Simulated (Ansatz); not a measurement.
**B2H5 (doublet): correlated methods under varied settings at distance B1–H4 along a hydrogen transfer = 1.518 Å**

What do other methods and options give for B2H5 (doublet) at this geometry, and how long do they take?

Program: Ansatz 0.2.0, Gaussian basis. Level of theory: the settings change from run to run. These are calculated values, not measurements.

9 further runs of the same task are left out: 3 for a mislabelled method, 5 that didn't finish, 1 set aside as unsound or not needed.

## Step 1: The geometry

The geometry derives from fragments relaxed apart (PBE0/def2-TZVP) and kept rigid, so it is no stationary point. A hydrogen atom is moved between rigid fragments.

7 atoms, charge 0, spin multiplicity 2.

Atoms are counted from 1 here; the program's logs count them from 0.

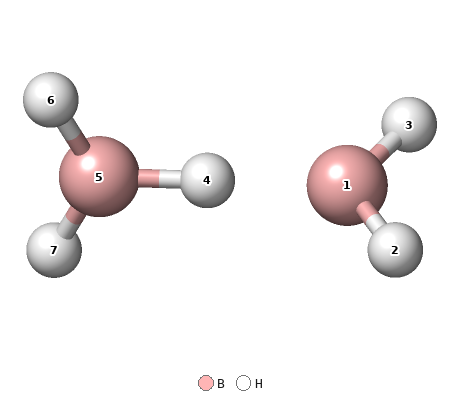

The geometry (boron pink, hydrogen white); atoms are numbered from 1 in the order of the file.

## Step 2: CCSD on UHF/6-31G*

Contents of in.yaml:

```yaml
crystal:
  periodic: [false, false, false]
  atoms:
    - {symbol: B, position_ang: [-1.343950, 0.000000, 0.000000]}
    - {symbol: H, position_ang: [-1.940683, 1.033571, 0.000000]}
    - {symbol: H, position_ang: [-1.940683, -1.033571, 0.000000]}
    - {symbol: H, position_ang: [0.174050, 0.000000, 0.000000]}
    - {symbol: B, position_ang: [1.344050, 0.000000, 0.000000]}
    - {symbol: H, position_ang: [1.853123, 0.000000, 1.077008]}
    - {symbol: H, position_ang: [1.853123, 0.000000, -1.077008]}
basis:
  gaussian: {orbitals: "6-31G*"}
magnetization: {spin_polarized: true, initial_magnetization: 1}
correlation: {method: ccsd, electrons: all, diis_vectors: 12}
scf: {lower_state_search: full}
```

Command:

```bash
$ ansatz run in.yaml --threads 1 --pin off --events-out ev --progress --plain --max-ram 2393MiB
```

Output, shortened:

```text
Functional definition: HF
  name "HF"
  cite "Fock, Z. Phys. 61, 126 (1930) doi:10.1007/BF01340294"
  parent pbe
[...]
438 factors; integrals over basis functions are off by at most 6.7e-4 eV
[...]
mean field -1417.50757838 eV, -52.0924426843 hartree, gradient 2.2e-6 eV, S^2 0.770680; 11 other end points of the search recorded, 0 dependent functions left out
determinant -1417.50757838 eV, -52.0924426843 hartree, with singles and doubles -1422.59762111 eV, -52.2794983047 hartree
determinant -1417.17054402 eV, -52.0800569002 hartree, with singles and doubles -1422.16756772 eV, -52.2636941338 hartree
determinant -1416.73041242 eV, -52.0638823622 hartree, with singles and doubles -1421.99531878 eV, -52.2573641023 hartree
determinant -1417.50757838 eV, -52.0924426843 hartree, with singles and doubles -1422.59792608 eV, -52.2795095120 hartree
determinant -1417.17054402 eV, -52.0800569002 hartree, with singles and doubles -1422.16760132 eV, -52.2636953686 hartree
reference -1417.50757838 eV, -52.0924426843 hartree; 8, 7 occupied and 32, 33 virtual orbitals, 438 factors
second order -4.08995701 eV of doubles, -0.00000000 eV of singles
cycle   1  -5.09034721 eV  change    4.9e-7 eV  update   1.5e-6
Total energy: -1422.59792559 eV, -52.2795094940 hartree
```

It took 2.7 s on 1 thread of Intel Xeon 6975P-C, shared host.

From the report: ⟨S²⟩ of the determinant 0.771 (pure doublet: 0.75); correlation -5.0903 eV; T1 0.011; largest double amplitude 0.04.

## Step 3: HF/cc-pVDZ

in.yaml, as its differences from that of step 2:

```diff
@@ -11,5 +11,6 @@
 basis:
-  gaussian: {orbitals: "6-31G*"}
-magnetization: {spin_polarized: true, initial_magnetization: 1}
-correlation: {method: ccsd, electrons: all, diis_vectors: 12}
-scf: {lower_state_search: full}
+  gaussian: {orbitals: cc-pVDZ, point_charges: [{charge: -0.50, position_ang: [5.607, 0.437, 0.808]}]}
+magnetization: {spin_polarized: false, initial_magnetization: 1}
+hamiltonian: {xc: hf}
+accuracy: high
+output: {orbitals: {seedname: orbitals}}
```

Launched as before.

Output:

```text
Functional definition: HF
  name "HF"
  cite "Fock, Z. Phys. 61, 126 (1930) doi:10.1007/BF01340294"
  parent pbe
  exchange = exact_x
  correlation = 0
1188 factors; integrals over basis functions are off by at most 3.1e-9 eV
mean field evaluation 1: about -1416.1506 eV, gradient 1.7e1 eV
mean field evaluation 2: about -1416.1506 eV, gradient 1.7e1 eV
mean field evaluation 4: about -1417.6850 eV, gradient 1.4e0 eV
mean field evaluation 8: about -1417.6976 eV, gradient 3.1e-4 eV
mean field evaluation 16: about -1415.4557 eV, gradient 1.7e1 eV
mean field evaluation 32: about -1417.1248 eV, gradient 1.2e0 eV
mean field evaluation 64: about -1417.1338 eV, gradient 2.5e-1 eV
mean field -1417.69762089 eV, -52.0994266178 hartree, gradient 1.1e-8 eV, S^2 0.750000; 2 other end points of the search recorded, 0 dependent functions left out
reference -1417.69762089 eV, -52.0994266178 hartree; 8, 7 occupied and 45, 46 virtual orbitals, 1188 factors
Total energy: -1417.69762089 eV, -52.0994266178 hartree
```

Wall time 0.63 s (1 thread of Intel Xeon 6975P-C, shared host).

## Step 4: MRCISD+Q(3,2)/STO-3G

in.yaml, as its differences from that of step 3:

```diff
@@ -11,6 +11,6 @@
 basis:
-  gaussian: {orbitals: cc-pVDZ, point_charges: [{charge: -0.50, position_ang: [5.607, 0.437, 0.808]}]}
+  gaussian: {orbitals: STO-3G}
 magnetization: {spin_polarized: false, initial_magnetization: 1}
-hamiltonian: {xc: hf}
+correlation: {method: fic_mrcisd_q, electrons: valence, active_space: {window: {electrons: 3, orbitals: 2}}}
 accuracy: high
-output: {orbitals: {seedname: orbitals}}
+scf: {lower_state_search: light}
```

Launched as before.

Output, shortened:

```text
Functional definition: HF
  name "HF"
  cite "Fock, Z. Phys. 61, 126 (1930) doi:10.1007/BF01340294"
  parent pbe
[...]
246 factors; integrals over basis functions are off by at most 3.8e-8 eV
[...]
mean field -1399.34947883 eV, -51.4251448339 hartree, gradient 2.3e-8 eV, S^2 0.750000; 10 other end points of the search recorded, 0 dependent functions left out
reference -1399.34947883 eV, -51.4251448339 hartree; 8, 7 occupied and 7, 8 virtual orbitals, 246 factors
state -1399.34947883 eV, -51.4251448339 hartree
contracted CI cycle   1: correlation 0.00000000 eV, 0.0000000000 hartree, residual 1.08e1 eV
contracted CI cycle   2: correlation -2.43320268 eV, -0.0894185493 hartree, residual 1.60e0 eV
contracted CI cycle   3: correlation -2.49356124 eV, -0.0916366852 hartree, residual 3.45e-1 eV
contracted CI cycle   4: correlation -2.49659214 eV, -0.0917480690 hartree, residual 8.88e-2 eV
contracted CI cycle   5: correlation -2.49681205 eV, -0.0917561503 hartree, residual 2.94e-2 eV
contracted CI cycle   6: correlation -2.49683432 eV, -0.0917569687 hartree, residual 9.01e-3 eV
contracted CI cycle   7: correlation -2.49683613 eV, -0.0917570353 hartree, residual 2.73e-3 eV
contracted CI cycle   8: correlation -2.49683630 eV, -0.0917570417 hartree, residual 7.67e-4 eV
contracted CI cycle   9: correlation -2.49683632 eV, -0.0917570423 hartree, residual 2.70e-4 eV
contracted CI cycle  10: correlation -2.49683632 eV, -0.0917570423 hartree, residual 7.94e-5 eV
contracted CI cycle  11: correlation -2.49683632 eV, -0.0917570423 hartree, residual 2.04e-5 eV
contracted CI cycle  12: correlation -2.49683632 eV, -0.0917570423 hartree, residual 5.08e-6 eV
contracted CI cycle  13: correlation -2.49683632 eV, -0.0917570423 hartree, residual 1.70e-6 eV
state -1399.34947883 eV, -51.4251448339 hartree; corrected -1401.99121027 eV, -51.5222266738 hartree
WARN: 1 active orbitals are nearly empty or full. The corrections depend on them more than the energy does, and are more stable in an active space without them
Total energy: -1401.99121027 eV, -51.5222266738 hartree
```

Wall time 0.3 s (1 thread of Intel Xeon 6975P-C, shared host).

From the report: 1 determinant; active occupations 2.00, 1.00. The report marks this result as in doubt.

## Step 5: MP2 on ROHF/cc-pVDZ

in.yaml, as its differences from that of step 4:

```diff
@@ -11,6 +11,4 @@
 basis:
-  gaussian: {orbitals: STO-3G}
+  gaussian: {orbitals: cc-pVDZ}
 magnetization: {spin_polarized: false, initial_magnetization: 1}
-correlation: {method: fic_mrcisd_q, electrons: valence, active_space: {window: {electrons: 3, orbitals: 2}}}
-accuracy: high
-scf: {lower_state_search: light}
+correlation: {method: mp2, electrons: valence}
```

Launched as before.

Output, shortened:

```text
Functional definition: HF
  name "HF"
  cite "Fock, Z. Phys. 61, 126 (1930) doi:10.1007/BF01340294"
  parent pbe
[...]
477 factors; integrals over basis functions are off by at most 1.2e-3 eV
[...]
mean field -1417.54500723 eV, -52.0938181692 hartree, gradient 1.2e-6 eV, S^2 0.750000; 9 other end points of the search recorded, 0 dependent functions left out
[...]
2 core orbitals not correlated: weight in the atoms' cores, before any rotation towards them, 1.000 or more for the frozen orbitals, at most 0.000 for the correlated occupied ones
reference -1417.54500723 eV, -52.0938181692 hartree; 6, 5 occupied and 45, 46 virtual orbitals, 477 factors
second order -4.77072194 eV of doubles, -0.05468030 eV of singles
Total energy: -1422.37040947 eV, -52.2711484306 hartree
```

Wall time 1.3 s (1 thread of Intel Xeon 6975P-C, shared host).

## Step 6: BCCD(T) on UHF/def2-mTZVP

in.yaml, as its differences from that of step 5:

```diff
@@ -11,4 +11,6 @@
 basis:
-  gaussian: {orbitals: cc-pVDZ}
-magnetization: {spin_polarized: false, initial_magnetization: 1}
-correlation: {method: mp2, electrons: valence}
+  gaussian: {orbitals: def2-mTZVP}
+magnetization: {spin_polarized: true, initial_magnetization: 1}
+correlation: {method: bccd_t, electrons: outside_noble_gas}
+scf: {omitted_lower_state_checks: [cluster_reference]}
+output: {forces: true}
```

The command is unchanged.

Output, shortened:

```text
Functional definition: HF
  name "HF"
  cite "Fock, Z. Phys. 61, 126 (1930) doi:10.1007/BF01340294"
  parent pbe
[...]
531 factors; integrals over basis functions are off by at most 1.0e-3 eV
[...]
mean field -1417.89704597 eV, -52.1067553543 hartree, gradient 2.3e-6 eV, S^2 0.769365; 9 other end points of the search recorded, 0 dependent functions left out
2 core orbitals not correlated: weight in the atoms' cores, before any rotation towards them, 1.000 or more for the frozen orbitals, at most 0.000 for the correlated occupied ones
reference -1417.89704597 eV, -52.1067553543 hartree; 6, 5 occupied and 45, 46 virtual orbitals, 531 factors
second order -3.91481480 eV of doubles, -0.00000000 eV of singles
cycle   1  -4.59455257 eV  change   -6.8e-1 eV  update   6.3e-2
[...]
cycle  14  -4.87795760 eV  change    9.5e-8 eV  update   1.8e-7
perturbative correction -0.12269149 eV, -0.0045088291 hartree
[...]
Total energy: -1422.89769507 eV, -52.2905258190 hartree
Atom 0 at    -1.343950     0.000000     0.000000 Å, force    -1.588951     0.000000     0.000000 eV/Å
Atom 1 at    -1.940683     1.033571     0.000000 Å, force     1.244778     0.486962    -0.000000 eV/Å
Atom 2 at    -1.940683    -1.033571     0.000000 Å, force     1.244778    -0.486962    -0.000000 eV/Å
Atom 3 at     0.174050     0.000000     0.000000 Å, force    -1.928551    -0.000000    -0.000000 eV/Å
Atom 4 at     1.344050     0.000000     0.000000 Å, force     1.078880     0.000000    -0.000000 eV/Å
Atom 5 at     1.853123     0.000000     1.077008 Å, force    -0.025467     0.000000    -0.328082 eV/Å
Atom 6 at     1.853123     0.000000    -1.077008 Å, force    -0.025467    -0.000000     0.328082 eV/Å
Dipole moment:     0.698788    -0.000000    -0.000000 e Å
Checks for a lower state left out: cluster_reference
```

It took 8.5 s on 1 thread of Intel Xeon 6975P-C, shared host; peak memory 0.33 GiB.

From the report: ⟨S²⟩ of the determinant 0.769 (pure doublet: 0.75); correlation -5.0006 eV; largest double amplitude 0.03.

## Step 7: BCCD(T)/cc-pVDZ

in.yaml, as its differences from that of step 6:

```diff
@@ -11,6 +11,6 @@
 basis:
-  gaussian: {orbitals: def2-mTZVP}
-magnetization: {spin_polarized: true, initial_magnetization: 1}
-correlation: {method: bccd_t, electrons: outside_noble_gas}
-scf: {omitted_lower_state_checks: [cluster_reference]}
-output: {forces: true}
+  gaussian: {orbitals: cc-pVDZ}
+magnetization: {spin_polarized: false, initial_magnetization: 1}
+hamiltonian: {xc: {name: PBE0}}
+correlation: {method: bccd_t, electrons: valence}
+scf: {lower_state_search: off}
```

The command is unchanged.

Output, shortened:

```text
Functional definition: PBE0
  name "PBE0"
  cite "Adamo & Barone, J. Chem. Phys. 110, 6158 (1999) doi:10.1063/1.478522"
  cite "Perdew, Burke & Ernzerhof, Phys. Rev. Lett. 77, 3865 (1996) doi:10.1103/PhysRevLett.77.3865"
  parent pbe
[...]
477 factors; integrals over basis functions are off by at most 1.2e-3 eV
[...]
mean field -1426.39078837 eV, -52.4188946302 hartree, gradient 4.3e-6 eV, S^2 0.750000; 0 other end points of the search recorded, 0 dependent functions left out
2 core orbitals not correlated: weight in the atoms' cores, before any rotation towards them, 1.000 or more for the frozen orbitals, at most 0.000 for the correlated occupied ones
reference -1417.05007182 eV, -52.0756296283 hartree; 6, 5 occupied and 45, 46 virtual orbitals, 477 factors
second order -5.11358649 eV of doubles, -0.28288591 eV of singles
cycle   1  -6.15388585 eV  change   -7.6e-1 eV  update   6.6e-2
[...]
cycle  14  -6.48650864 eV  change    8.1e-7 eV  update   1.4e-5
perturbative correction -0.11890003 eV, -0.0043694955 hartree
Total energy: -1423.65548049 eV, -52.3183739195 hartree
Checks for a lower state left out: stability, starts, cluster_reference, orbital_swaps, neighbouring_geometries, increment
```

Wall time 3.2 s (1 thread of Intel Xeon 6975P-C, shared host).

From the report: correlation -6.6054 eV; largest double amplitude 0.04.

## Step 8: BCCD on UHF/def2-mTZVP

in.yaml, as its differences from that of step 7:

```diff
@@ -11,6 +11,4 @@
 basis:
-  gaussian: {orbitals: cc-pVDZ}
-magnetization: {spin_polarized: false, initial_magnetization: 1}
-hamiltonian: {xc: {name: PBE0}}
-correlation: {method: bccd_t, electrons: valence}
-scf: {lower_state_search: off}
+  gaussian: {orbitals: def2-mTZVP}
+magnetization: {spin_polarized: true, initial_magnetization: 1}
+correlation: {method: bccd, electrons: outside_noble_gas}
```

Launched as before.

Output, shortened:

```text
Functional definition: HF
  name "HF"
  cite "Fock, Z. Phys. 61, 126 (1930) doi:10.1007/BF01340294"
  parent pbe
[...]
531 factors; integrals over basis functions are off by at most 1.0e-3 eV
[...]
mean field -1417.89704597 eV, -52.1067553543 hartree, gradient 2.3e-6 eV, S^2 0.769365; 9 other end points of the search recorded, 0 dependent functions left out
determinant -1417.89704597 eV, -52.1067553543 hartree, with singles and doubles -1422.78291378 eV, -52.2863076846 hartree
determinant -1417.48738115 eV, -52.0917004499 hartree, with singles and doubles -1422.28703413 eV, -52.2680844434 hartree
determinant -1417.15363653 eV, -52.0794355613 hartree, with singles and doubles -1422.20970711 eV, -52.2652427279 hartree
determinant -1417.89704597 eV, -52.1067553543 hartree, with singles and doubles -1422.78380831 eV, -52.2863405580 hartree
determinant -1417.48738115 eV, -52.0917004499 hartree, with singles and doubles -1422.28702688 eV, -52.2680841771 hartree
2 core orbitals not correlated: weight in the atoms' cores, before any rotation towards them, 1.000 or more for the frozen orbitals, at most 0.000 for the correlated occupied ones
reference -1417.89704597 eV, -52.1067553543 hartree; 6, 5 occupied and 45, 46 virtual orbitals, 531 factors
second order -3.91481480 eV of doubles, -0.00000000 eV of singles
cycle   1  -4.88115383 eV  change    5.6e-3 eV  update   4.0e-3
[...]
cycle   7  -4.87795398 eV  change   -3.7e-6 eV  update   7.4e-6
Total energy: -1422.77499996 eV, -52.2860168568 hartree
```

Run time: 6 s. Hardware: 1 thread of Intel Xeon 6975P-C, shared host.

From the report: ⟨S²⟩ of the determinant 0.769 (pure doublet: 0.75); correlation -4.8780 eV; largest double amplitude 0.03.

## Step 9: BCCD/cc-pVDZ

in.yaml, as its differences from that of step 8:

```diff
@@ -11,4 +11,6 @@
 basis:
-  gaussian: {orbitals: def2-mTZVP}
+  gaussian: {orbitals: cc-pVDZ}
 magnetization: {spin_polarized: true, initial_magnetization: 1}
-correlation: {method: bccd, electrons: outside_noble_gas}
+hamiltonian: {xc: {name: r2SCAN}}
+correlation: {method: bccd, electrons: valence}
+output: {forces: true}
```

Same command.

Output, shortened:

```text
Functional definition: r2SCAN
  name "r2SCAN"
  cite "Furness, Kaplan, Ning, Perdew & Sun, J. Phys. Chem. Lett. 11, 8208 (2020) doi:10.1021/acs.jpclett.0c02405"
  cite "Furness, Kaplan, Ning, Perdew & Sun, J. Phys. Chem. Lett. 11, 9248 (2020) doi:10.1021/acs.jpclett.0c03077"
  parent r2scan
[...]
477 factors; integrals over basis functions are off by at most 1.2e-3 eV
[...]
mean field -1427.63765279 eV, -52.4647160525 hartree, gradient 1.4e-6 eV, S^2 0.758680; 15 other end points of the search recorded, 0 dependent functions left out
2 core orbitals not correlated: weight in the atoms' cores, before any rotation towards them, 1.000 or more for the frozen orbitals, at most 0.000 for the correlated occupied ones
reference -1416.77152504 eV, -52.0653932228 hartree; 6, 5 occupied and 45, 46 virtual orbitals, 477 factors
second order -5.31750635 eV of doubles, -0.33987051 eV of singles
cycle   1  -6.35776383 eV  change   -7.1e-1 eV  update   7.0e-2
[...]
cycle  21  -6.76672370 eV  change    8.7e-8 eV  update   9.9e-8
WARN: these amplitudes may be one of several solutions (largest doubles amplitude 0.04, level shift 0.07 eV)
[...]
Total energy: -1423.53824873 eV, -52.3140657321 hartree
Atom 0 at    -1.343950     0.000000     0.000000 Å, force    -1.190407     0.000000    -0.000000 eV/Å
Atom 1 at    -1.940683     1.033571     0.000000 Å, force     1.065893     0.902328    -0.000148 eV/Å
Atom 2 at    -1.940683    -1.033571     0.000000 Å, force     1.065893    -0.902328     0.000148 eV/Å
Atom 3 at     0.174050     0.000000     0.000000 Å, force    -2.407958     0.000000    -0.000000 eV/Å
Atom 4 at     1.344050     0.000000     0.000000 Å, force     1.107434     0.000000    -0.000000 eV/Å
Atom 5 at     1.853123     0.000000     1.077008 Å, force     0.179572    -0.000142     0.101062 eV/Å
Atom 6 at     1.853123     0.000000    -1.077008 Å, force     0.179572     0.000142    -0.101062 eV/Å
Dipole moment:     0.686791     0.000000     0.000000 e Å
```

Wall time 20 s (1 thread of Intel Xeon 6975P-C, shared host); peak memory 0.3 GiB.

From the report: ⟨S²⟩ of the determinant 0.759 (pure doublet: 0.75); correlation -6.7667 eV; largest double amplitude 0.04. The report flags that the cluster equations may have other roots.

## Step 10: All runs side by side

Where basis and cores are those of an earlier UCCSDT(Q)/cc-pVDZ run (-1423.7108 eV), and the state is the same kind, the miss against it is given. † marks a result that the program doubts.

| level | correlated | functions | energy (eV) | from UCCSDT(Q) (meV) | time |
| --- | --- | --- | --- | --- | --- |
| CCSD on UHF/6-31G* | all | 40 | -1422.5979 |  | 2.7 s |
| HF/cc-pVDZ (beside a point charge) |  | 53 | -1417.6976 |  | 0.63 s |
| MRCISD+Q(3,2)/STO-3G † | valence | 15 | -1401.9912 |  | 0.3 s |
| MP2 on ROHF/cc-pVDZ | valence | 53 | -1422.3704 | 1340.4 | 1.3 s |
| BCCD(T) on UHF/def2-mTZVP | outside noble gas | 53 | -1422.8977 |  | 8.5 s |
| BCCD(T)/cc-pVDZ (on PBE0 orbitals) | valence | 53 | -1423.6555 | 55.3 | 3.2 s |
| BCCD on UHF/def2-mTZVP | outside noble gas | 53 | -1422.7750 |  | 6 s |
| BCCD/cc-pVDZ (on r2SCAN orbitals) † | valence | 53 | -1423.5382 | 172.5 | 20 s |

## Step 11: Results

| quantity | value |
| --- | --- |
| runs | 8 |
| quickest | MRCISD+Q(3,2)/STO-3G †, 0.3 s |
| slowest | BCCD/cc-pVDZ (on r2SCAN orbitals) †, 20 s |

**Reading.** Total energies in different bases, with other cores or another treatment of relativity can't be set against each other. BCCD/cc-pVDZ (on r2SCAN orbitals) † took 65 times as long as MRCISD+Q(3,2)/STO-3G †; the jobs differ in more than the method. Among the correlated runs with a miss given, it spans +55 to +1340 meV. Cores frozen from Kohn-Sham orbitals shift the total energy.
